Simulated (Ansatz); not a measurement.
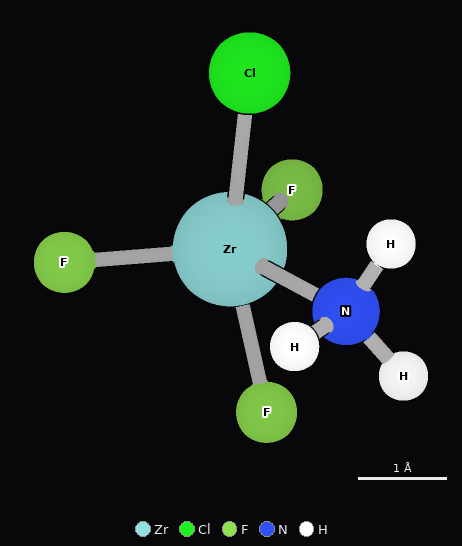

Fig. 1: The starting structure (ball-and-stick view, seen at a tilt). Sticks mark near contacts. Bond lengths as drawn: Cl–Zr 2.44 Å, F–Zr 1.91 to 1.95 Å, H–N 1.03 Å and N–Zr 2.40 Å.

## Molecular dynamics of ZrNH$_{3}$ClF$_{3}$ (part 1 of 3)

ZrNH$_{3}$ClF$_{3}$, computed with RKS PBE/def2-SVP (Ansatz 0.2.0).

It belongs to a series of runs on one base structure; here: dynamics from the highest image of the converged band.

The input:
```yaml
crystal:
  periodic: [false, false, false]
  atoms:
    - { symbol: Zr, position_ang: [-0.208044, 0.310872, 0.060869] }
    - { symbol: Cl, position_ang: [0.229964, 0.953669, 2.377409] }
    - { symbol: F, position_ang: [1.341739, -0.769421, -0.219785] }
    - { symbol: F, position_ang: [-0.108696, 2.038089, -0.747331] }
    - { symbol: F, position_ang: [-1.353815, -0.541959, -1.260404] }
    - { symbol: "N", position_ang: [-2.176862, -0.422077, 1.228323] }
    - { symbol: H, position_ang: [-2.576739, -1.266568, 0.793094] }
    - { symbol: H, position_ang: [-2.916593, 0.296299, 1.191207] }
    - { symbol: H, position_ang: [-2.002857, -0.598901, 2.228518] }
basis:
  gaussian: { orbitals: def2-SVP }
hamiltonian:
  xc: pbe
md:
  timestep: 0.5
  n_steps: 200
  ensemble: nve
  temperature: 300.0
  initial_velocities: maxwell_boltzmann
  seed: 10852
```

Hardware: 4 threads of INTEL XEON PLATINUM @ 2.10GHz (Emerald Rapids), 24 GiB of memory available, shared host.

Launched with:
```bash
ansatz run input.yaml --threads 4 --pin off --max-ram 5120MiB --backend cpu --events-out ev --progress --plain --runs-dir out
```

The program's output:
```
Engine: ansatz 0.2.0, x86_64-unknown-linux-gnu
Functional definition: PBE
  parameter kappa = 0.804
  parameter beta = 0.06672455060314922
  exchange = pbe_x(kappa = kappa, mu = beta*pi^2/3)
  correlation = pbe_c(beta = beta)
1263 factors; their error is unknown
mean field evaluation 1: about -23466.3038 eV, gradient 7.9e1 eV
mean field evaluation 2: about -23383.9260 eV, gradient 2.3e2 eV
mean field evaluation 4: about -23476.4789 eV, gradient 1.8e1 eV
mean field evaluation 8: about -23477.0345 eV, gradient 1.2e-1 eV
mean field evaluation 16: about -23476.9739 eV, gradient 2.6e-3 eV
mean field -23476.97391114 eV, -862.7628779699 hartree, gradient 1.6e-5 eV, S^2 0.000000; 0 other end points of the search recorded, 0 dependent functions left out
the calculation of the forces begins
reference -23476.97399243 eV, -862.7628809574 hartree; 33, 33 occupied and 87, 87 virtual orbitals, 1263 factors
md step     0: t =     0.00 fs  T =   300.0 K  F+E_penalty+E_count = -23476.97391114 eV  E_kin = 0.271446 eV  conserved = -23476.70246514 eV  (29 SCF iters)
these checks for a lower state are left out or cut short: starts, cluster_reference, orbital_swaps, neighbouring_geometries, increment
1263 factors; their error is unknown
mean field -23476.96627755 eV, -862.7625974408 hartree, gradient 1.7e-5 eV, S^2 0.000000; 0 other end points of the search recorded, 0 dependent functions left out
the calculation of the forces begins
reference -23476.96635885 eV, -862.7626004283 hartree; 33, 33 occupied and 87, 87 virtual orbitals, 1263 factors
md step     1: t =     0.50 fs  T =   291.8 K  F+E_penalty+E_count = -23476.96627755 eV  E_kin = 0.264061 eV  conserved = -23476.70221640 eV  (30 SCF iters)
[... from here on the SCF iterations and repeated set-up lines of each step are left out, up to the last step ...]
md step     2: t =     1.00 fs  T =   270.9 K  F+E_penalty+E_count = -23476.94685676 eV  E_kin = 0.245096 eV  conserved = -23476.70176118 eV  (30 SCF iters)
md step     3: t =     1.50 fs  T =   244.5 K  F+E_penalty+E_count = -23476.92252658 eV  E_kin = 0.221246 eV  conserved = -23476.70128076 eV  (30 SCF iters)
md step     4: t =     2.00 fs  T =   220.8 K  F+E_penalty+E_count = -23476.90072532 eV  E_kin = 0.199804 eV  conserved = -23476.70092095 eV  (30 SCF iters)
md step     5: t =     2.50 fs  T =   205.9 K  F+E_penalty+E_count = -23476.88710588 eV  E_kin = 0.186339 eV  conserved = -23476.70076665 eV  (31 SCF iters)
md step     6: t =     3.00 fs  T =   202.6 K  F+E_penalty+E_count = -23476.88412409 eV  E_kin = 0.183284 eV  conserved = -23476.70083992 eV  (30 SCF iters)
md step     7: t =     3.50 fs  T =   209.5 K  F+E_penalty+E_count = -23476.89064339 eV  E_kin = 0.189535 eV  conserved = -23476.70110867 eV  (32 SCF iters)
md step     8: t =     4.00 fs  T =   222.1 K  F+E_penalty+E_count = -23476.90243991 eV  E_kin = 0.200941 eV  conserved = -23476.70149856 eV  (30 SCF iters)
md step     9: t =     4.50 fs  T =   233.8 K  F+E_penalty+E_count = -23476.91342569 eV  E_kin = 0.211525 eV  conserved = -23476.70190105 eV  (30 SCF iters)
md step    10: t =     5.00 fs  T =   237.9 K  F+E_penalty+E_count = -23476.91743750 eV  E_kin = 0.215257 eV  conserved = -23476.70218021 eV  (30 SCF iters)
md step    11: t =     5.50 fs  T =   230.1 K  F+E_penalty+E_count = -23476.91041443 eV  E_kin = 0.208216 eV  conserved = -23476.70219842 eV  (30 SCF iters)
md step    12: t =     6.00 fs  T =   210.7 K  F+E_penalty+E_count = -23476.89249403 eV  E_kin = 0.190613 eV  conserved = -23476.70188086 eV  (30 SCF iters)
md step    13: t =     6.50 fs  T =   185.3 K  F+E_penalty+E_count = -23476.86900521 eV  E_kin = 0.167699 eV  conserved = -23476.70130581 eV  (31 SCF iters)
md step    14: t =     7.00 fs  T =   163.9 K  F+E_penalty+E_count = -23476.84906489 eV  E_kin = 0.148325 eV  conserved = -23476.70073954 eV  (32 SCF iters)
md step    15: t =     7.50 fs  T =   155.7 K  F+E_penalty+E_count = -23476.84142858 eV  E_kin = 0.140913 eV  conserved = -23476.70051530 eV  (32 SCF iters)
md step    16: t =     8.00 fs  T =   164.4 K  F+E_penalty+E_count = -23476.84950306 eV  E_kin = 0.148710 eV  conserved = -23476.70079346 eV  (32 SCF iters)
md step    17: t =     8.50 fs  T =   185.2 K  F+E_penalty+E_count = -23476.86900189 eV  E_kin = 0.167581 eV  conserved = -23476.70142136 eV  (31 SCF iters)
md step    18: t =     9.00 fs  T =   208.0 K  F+E_penalty+E_count = -23476.89021717 eV  E_kin = 0.188168 eV  conserved = -23476.70204952 eV  (29 SCF iters)
md step    19: t =     9.50 fs  T =   222.0 K  F+E_penalty+E_count = -23476.90325300 eV  E_kin = 0.200872 eV  conserved = -23476.70238075 eV  (30 SCF iters)
md step    20: t =    10.00 fs  T =   221.4 K  F+E_penalty+E_count = -23476.90261118 eV  E_kin = 0.200290 eV  conserved = -23476.70232113 eV  (31 SCF iters)
md step    21: t =    10.50 fs  T =   206.5 K  F+E_penalty+E_count = -23476.88880433 eV  E_kin = 0.186842 eV  conserved = -23476.70196265 eV  (30 SCF iters)
md step    22: t =    11.00 fs  T =   183.0 K  F+E_penalty+E_count = -23476.86709691 eV  E_kin = 0.165613 eV  conserved = -23476.70148394 eV  (30 SCF iters)
md step    23: t =    11.50 fs  T =   158.9 K  F+E_penalty+E_count = -23476.84479630 eV  E_kin = 0.143737 eV  conserved = -23476.70105956 eV  (31 SCF iters)
md step    24: t =    12.00 fs  T =   141.1 K  F+E_penalty+E_count = -23476.82850305 eV  E_kin = 0.127694 eV  conserved = -23476.70080906 eV  (32 SCF iters)
md step    25: t =    12.50 fs  T =   134.2 K  F+E_penalty+E_count = -23476.82216676 eV  E_kin = 0.121385 eV  conserved = -23476.70078223 eV  (31 SCF iters)
md step    26: t =    13.00 fs  T =   138.4 K  F+E_penalty+E_count = -23476.82623566 eV  E_kin = 0.125268 eV  conserved = -23476.70096741 eV  (30 SCF iters)
md step    27: t =    13.50 fs  T =   150.9 K  F+E_penalty+E_count = -23476.83780963 eV  E_kin = 0.136501 eV  conserved = -23476.70130829 eV  (31 SCF iters)
md step    28: t =    14.00 fs  T =   165.6 K  F+E_penalty+E_count = -23476.85155796 eV  E_kin = 0.149844 eV  conserved = -23476.70171430 eV  (31 SCF iters)
md step    29: t =    14.50 fs  T =   175.9 K  F+E_penalty+E_count = -23476.86122487 eV  E_kin = 0.159163 eV  conserved = -23476.70206231 eV  (30 SCF iters)
md step    30: t =    15.00 fs  T =   176.2 K  F+E_penalty+E_count = -23476.86163945 eV  E_kin = 0.159433 eV  conserved = -23476.70220653 eV  (31 SCF iters)
md step    31: t =    15.50 fs  T =   164.6 K  F+E_penalty+E_count = -23476.85098742 eV  E_kin = 0.148960 eV  conserved = -23476.70202705 eV  (30 SCF iters)
md step    32: t =    16.00 fs  T =   144.8 K  F+E_penalty+E_count = -23476.83253172 eV  E_kin = 0.131006 eV  conserved = -23476.70152595 eV  (31 SCF iters)
md step    33: t =    16.50 fs  T =   125.4 K  F+E_penalty+E_count = -23476.81435562 eV  E_kin = 0.113447 eV  conserved = -23476.70090864 eV  (30 SCF iters)
md step    34: t =    17.00 fs  T =   116.6 K  F+E_penalty+E_count = -23476.80606999 eV  E_kin = 0.105544 eV  conserved = -23476.70052617 eV  (31 SCF iters)
md step    35: t =    17.50 fs  T =   124.7 K  F+E_penalty+E_count = -23476.81351545 eV  E_kin = 0.112875 eV  conserved = -23476.70064037 eV  (32 SCF iters)
md step    36: t =    18.00 fs  T =   147.8 K  F+E_penalty+E_count = -23476.83492228 eV  E_kin = 0.133722 eV  conserved = -23476.70120054 eV  (30 SCF iters)
md step    37: t =    18.50 fs  T =   176.6 K  F+E_penalty+E_count = -23476.86168732 eV  E_kin = 0.159812 eV  conserved = -23476.70187528 eV  (30 SCF iters)
md step    38: t =    19.00 fs  T =   200.0 K  F+E_penalty+E_count = -23476.88330242 eV  E_kin = 0.180994 eV  conserved = -23476.70230839 eV  (30 SCF iters)
md step    39: t =    19.50 fs  T =   210.5 K  F+E_penalty+E_count = -23476.89276575 eV  E_kin = 0.190426 eV  conserved = -23476.70233929 eV  (31 SCF iters)
md step    40: t =    20.00 fs  T =   206.8 K  F+E_penalty+E_count = -23476.88918294 eV  E_kin = 0.187149 eV  conserved = -23476.70203435 eV  (30 SCF iters)
md step    41: t =    20.50 fs  T =   193.8 K  F+E_penalty+E_count = -23476.87693190 eV  E_kin = 0.175348 eV  conserved = -23476.70158410 eV  (31 SCF iters)
md step    42: t =    21.00 fs  T =   178.6 K  F+E_penalty+E_count = -23476.86282213 eV  E_kin = 0.161640 eV  conserved = -23476.70118185 eV  (30 SCF iters)
md step    43: t =    21.50 fs  T =   168.1 K  F+E_penalty+E_count = -23476.85308818 eV  E_kin = 0.152139 eV  conserved = -23476.70094895 eV  (32 SCF iters)
md step    44: t =    22.00 fs  T =   166.3 K  F+E_penalty+E_count = -23476.85141797 eV  E_kin = 0.150499 eV  conserved = -23476.70091940 eV  (31 SCF iters)
md step    45: t =    22.50 fs  T =   173.8 K  F+E_penalty+E_count = -23476.85831959 eV  E_kin = 0.157254 eV  conserved = -23476.70106595 eV  (32 SCF iters)
md step    46: t =    23.00 fs  T =   188.0 K  F+E_penalty+E_count = -23476.87148378 eV  E_kin = 0.170149 eV  conserved = -23476.70133493 eV  (30 SCF iters)
md step    47: t =    23.50 fs  T =   204.4 K  F+E_penalty+E_count = -23476.88663896 eV  E_kin = 0.184977 eV  conserved = -23476.70166221 eV  (31 SCF iters)
md step    48: t =    24.00 fs  T =   217.4 K  F+E_penalty+E_count = -23476.89863866 eV  E_kin = 0.196672 eV  conserved = -23476.70196676 eV  (31 SCF iters)
md step    49: t =    24.50 fs  T =   221.8 K  F+E_penalty+E_count = -23476.90282646 eV  E_kin = 0.200684 eV  conserved = -23476.70214235 eV  (30 SCF iters)
md step    50: t =    25.00 fs  T =   215.1 K  F+E_penalty+E_count = -23476.89673043 eV  E_kin = 0.194651 eV  conserved = -23476.70207924 eV  (31 SCF iters)
md step    51: t =    25.50 fs  T =   198.9 K  F+E_penalty+E_count = -23476.88169191 eV  E_kin = 0.179959 eV  conserved = -23476.70173314 eV  (30 SCF iters)
md step    52: t =    26.00 fs  T =   179.2 K  F+E_penalty+E_count = -23476.86337530 eV  E_kin = 0.162165 eV  conserved = -23476.70120980 eV  (31 SCF iters)
md step    53: t =    26.50 fs  T =   164.9 K  F+E_penalty+E_count = -23476.84998434 eV  E_kin = 0.149212 eV  conserved = -23476.70077188 eV  (31 SCF iters)
md step    54: t =    27.00 fs  T =   163.1 K  F+E_penalty+E_count = -23476.84824238 eV  E_kin = 0.147551 eV  conserved = -23476.70069142 eV  (31 SCF iters)
md step    55: t =    27.50 fs  T =   175.0 K  F+E_penalty+E_count = -23476.85936009 eV  E_kin = 0.158323 eV  conserved = -23476.70103716 eV  (31 SCF iters)
md step    56: t =    28.00 fs  T =   195.0 K  F+E_penalty+E_count = -23476.87804829 eV  E_kin = 0.176443 eV  conserved = -23476.70160541 eV  (31 SCF iters)
md step    57: t =    28.50 fs  T =   213.8 K  F+E_penalty+E_count = -23476.89554321 eV  E_kin = 0.193468 eV  conserved = -23476.70207541 eV  (29 SCF iters)
md step    58: t =    29.00 fs  T =   223.5 K  F+E_penalty+E_count = -23476.90441951 eV  E_kin = 0.202188 eV  conserved = -23476.70223151 eV  (30 SCF iters)
md step    59: t =    29.50 fs  T =   220.9 K  F+E_penalty+E_count = -23476.90194324 eV  E_kin = 0.199881 eV  conserved = -23476.70206237 eV  (31 SCF iters)
md step    60: t =    30.00 fs  T =   208.5 K  F+E_penalty+E_count = -23476.89039255 eV  E_kin = 0.188682 eV  conserved = -23476.70171040 eV  (30 SCF iters)
md step    61: t =    30.50 fs  T =   191.9 K  F+E_penalty+E_count = -23476.87499730 eV  E_kin = 0.173642 eV  conserved = -23476.70135544 eV  (30 SCF iters)
md step    62: t =    31.00 fs  T =   176.9 K  F+E_penalty+E_count = -23476.86120263 eV  E_kin = 0.160081 eV  conserved = -23476.70112201 eV  (30 SCF iters)
md step    63: t =    31.50 fs  T =   167.6 K  F+E_penalty+E_count = -23476.85268441 eV  E_kin = 0.151634 eV  conserved = -23476.70105068 eV  (30 SCF iters)
md step    64: t =    32.00 fs  T =   165.2 K  F+E_penalty+E_count = -23476.85061731 eV  E_kin = 0.149494 eV  conserved = -23476.70112291 eV  (30 SCF iters)
md step    65: t =    32.50 fs  T =   168.6 K  F+E_penalty+E_count = -23476.85388424 eV  E_kin = 0.152584 eV  conserved = -23476.70130037 eV  (30 SCF iters)
md step    66: t =    33.00 fs  T =   174.8 K  F+E_penalty+E_count = -23476.85966900 eV  E_kin = 0.158126 eV  conserved = -23476.70154337 eV  (30 SCF iters)
md step    67: t =    33.50 fs  T =   179.4 K  F+E_penalty+E_count = -23476.86414543 eV  E_kin = 0.162344 eV  conserved = -23476.70180140 eV  (30 SCF iters)
md step    68: t =    34.00 fs  T =   178.3 K  F+E_penalty+E_count = -23476.86336441 eV  E_kin = 0.161369 eV  conserved = -23476.70199520 eV  (30 SCF iters)
md step    69: t =    34.50 fs  T =   168.6 K  F+E_penalty+E_count = -23476.85454880 eV  E_kin = 0.152527 eV  conserved = -23476.70202146 eV  (30 SCF iters)
md step    70: t =    35.00 fs  T =   150.1 K  F+E_penalty+E_count = -23476.83766143 eV  E_kin = 0.135858 eV  conserved = -23476.70180326 eV  (30 SCF iters)
md step    71: t =    35.50 fs  T =   127.2 K  F+E_penalty+E_count = -23476.81644947 eV  E_kin = 0.115075 eV  conserved = -23476.70137486 eV  (30 SCF iters)
md step    72: t =    36.00 fs  T =   107.0 K  F+E_penalty+E_count = -23476.79774430 eV  E_kin = 0.096816 eV  conserved = -23476.70092851 eV  (30 SCF iters)
md step    73: t =    36.50 fs  T =    97.0 K  F+E_penalty+E_count = -23476.78845430 eV  E_kin = 0.087723 eV  conserved = -23476.70073121 eV  (30 SCF iters)
md step    74: t =    37.00 fs  T =   100.2 K  F+E_penalty+E_count = -23476.79158088 eV  E_kin = 0.090653 eV  conserved = -23476.70092821 eV  (30 SCF iters)
md step    75: t =    37.50 fs  T =   113.5 K  F+E_penalty+E_count = -23476.80411783 eV  E_kin = 0.102710 eV  conserved = -23476.70140785 eV  (30 SCF iters)
md step    76: t =    38.00 fs  T =   129.1 K  F+E_penalty+E_count = -23476.81873323 eV  E_kin = 0.116854 eV  conserved = -23476.70187884 eV  (31 SCF iters)
md step    77: t =    38.50 fs  T =   139.3 K  F+E_penalty+E_count = -23476.82811183 eV  E_kin = 0.126025 eV  conserved = -23476.70208661 eV  (30 SCF iters)
md step    78: t =    39.00 fs  T =   140.2 K  F+E_penalty+E_count = -23476.82882210 eV  E_kin = 0.126853 eV  conserved = -23476.70196917 eV  (30 SCF iters)
md step    79: t =    39.50 fs  T =   133.4 K  F+E_penalty+E_count = -23476.82236680 eV  E_kin = 0.120716 eV  conserved = -23476.70165129 eV  (30 SCF iters)
md step    80: t =    40.00 fs  T =   123.9 K  F+E_penalty+E_count = -23476.81340493 eV  E_kin = 0.112078 eV  conserved = -23476.70132686 eV  (30 SCF iters)
md step    81: t =    40.50 fs  T =   116.8 K  F+E_penalty+E_count = -23476.80685113 eV  E_kin = 0.105718 eV  conserved = -23476.70113352 eV  (30 SCF iters)
md step    82: t =    41.00 fs  T =   115.6 K  F+E_penalty+E_count = -23476.80572540 eV  E_kin = 0.104623 eV  conserved = -23476.70110195 eV  (30 SCF iters)
md step    83: t =    41.50 fs  T =   120.9 K  F+E_penalty+E_count = -23476.81056891 eV  E_kin = 0.109380 eV  conserved = -23476.70118862 eV  (30 SCF iters)
md step    84: t =    42.00 fs  T =   131.2 K  F+E_penalty+E_count = -23476.82001405 eV  E_kin = 0.118676 eV  conserved = -23476.70133824 eV  (30 SCF iters)
md step    85: t =    42.50 fs  T =   143.8 K  F+E_penalty+E_count = -23476.83162003 eV  E_kin = 0.130103 eV  conserved = -23476.70151750 eV  (30 SCF iters)
md step    86: t =    43.00 fs  T =   155.6 K  F+E_penalty+E_count = -23476.84245537 eV  E_kin = 0.140750 eV  conserved = -23476.70170542 eV  (30 SCF iters)
md step    87: t =    43.50 fs  T =   163.2 K  F+E_penalty+E_count = -23476.84952614 eV  E_kin = 0.147662 eV  conserved = -23476.70186463 eV  (30 SCF iters)
md step    88: t =    44.00 fs  T =   164.1 K  F+E_penalty+E_count = -23476.85043124 eV  E_kin = 0.148503 eV  conserved = -23476.70192818 eV  (30 SCF iters)
md step    89: t =    44.50 fs  T =   157.6 K  F+E_penalty+E_count = -23476.84439882 eV  E_kin = 0.142573 eV  conserved = -23476.70182578 eV  (30 SCF iters)
```
